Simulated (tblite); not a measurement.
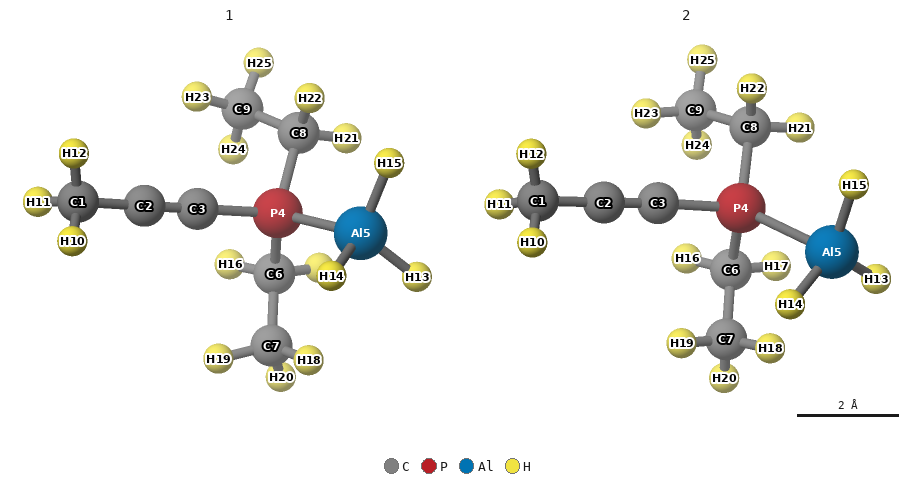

Two geometries of C₇H₁₆AlP, drawn at one scale. One is the start of a relaxation, the other its converged end. A ball-and-stick model, seen at a tilt.

Level of theory: GFN2-xTB geometry optimisation, gas phase (tblite 0.8.0). 

Q: Which geometry has the lower energy?

A: Structure 2 is the relaxed one. After 113 geometry steps the energy has fallen by 0.946 eV. The largest move after the best rigid fit is that of H19, 0.69 Å. By element the largest moves are H 0.69 Å, Al 0.47 Å, C 0.28 Å, P 0.19 Å. Near-neighbour distances that change, for instance: P4–Al5 2.277 → 2.484 Å, C1–C2 1.493 → 1.443 Å, P4–C6 1.797 → 1.843 Å, C7–H20 1.129 → 1.089 Å. Bond angles that change, for instance: Al5–P4–C8 106.1° → 120.6°, P4–Al5–H13 108.0° → 94.8°, P4–Al5–H14 110.0° → 98.9°. The run took 1.3 s on 1 thread of Arm Neoverse V1, on a shared host.
